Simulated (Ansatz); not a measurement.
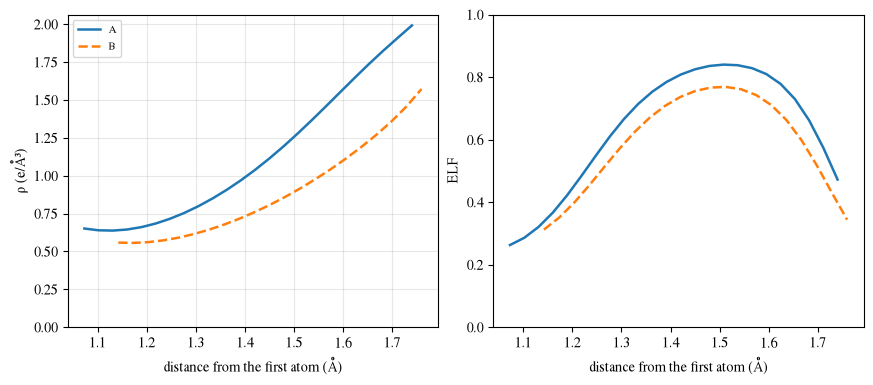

*Br2Cl2Zr. Electron density and electron localisation function along straight lines between neighbouring atoms. The curves leave out the atomic cores.*

Geometry: PBE0-D4/def2-SVP; core potentials replace the inner electrons of Zr.

Method: isolated molecule in a Gaussian basis; Kohn-Sham density functional theory, functional PBE0 (Ansatz 0.2.0).

```xyz
5

Br   -1.7638   -0.8590   -1.4680
Br    0.4063    2.3649   -0.4209
Cl   -0.6041   -0.3284    2.2301
Cl    1.9826   -1.2153   -0.4001
Zr    0.0289   -0.0358    0.0175
```

### Which curve belongs to which contact (Zr–Br and Zr–Cl)? The first atom named is at distance zero.

Curve A: Zr–Cl (2.32 Å): ρ at the midpoint is about 0.64 e/Å³; the ELF peaks at about 0.85 in the valence shell of Cl, 0.8 Å from its nucleus, and is about 0.35 at the midpoint. Curve B: Zr–Br (2.47 Å): ρ at the midpoint is about 0.57 e/Å³; the ELF peaks at about 0.75 in the valence shell of Br, 1.0 Å from its nucleus, and is about 0.45 at the midpoint.
